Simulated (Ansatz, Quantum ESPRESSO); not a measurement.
# Predicting the next point of a tunnelling series: a Ga chain with one bond drawn out

**Set-up.** Quantum ESPRESSO 7.5 (pw.x, pwcond.x), LDA, GBRV ultrasoft; geometry as built. T is the transmission per spin at the Fermi level. The series steps the stretch of one bond.

```tsv
added stretch (Å)	T
0.5	2.7
1.2	1.43
2	0.381
3	0.0528
```

To predict: What is T at 4 Å?

**Fit.** In the tunnelling regime ln T falls linearly. The last two rows give a slope of ln(0.381/0.0528)/(3 − 2) = 1.976 per Å, so T(4) ≈ 0.0528 × exp(−1.976 × 1) = 0.00732.

**The withheld run.** T = 0.00663; the estimate is 1.10 times that. The slope over the last interval is 2.075: the same within 8 %. A second code, Ansatz 0.2.0, gives 0.00556.

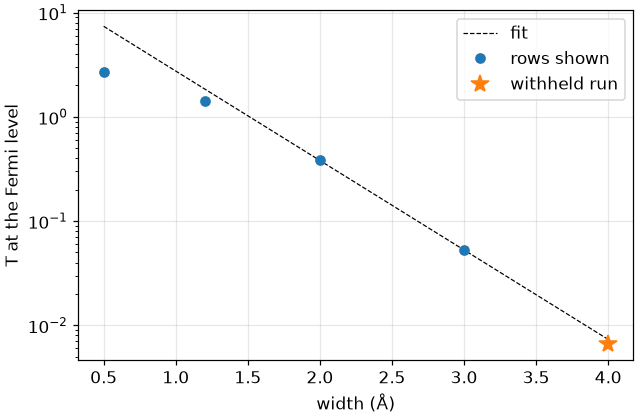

The rows shown, the fit and the withheld run.

**Limits.** Short leads, unrelaxed atoms, a barrier without the image potential.

[Logs are printed without paths, hosts, clocks, repeated set-up lines and the standing remarks that a program may print on its own settings, such as how far it seeks lower states.]
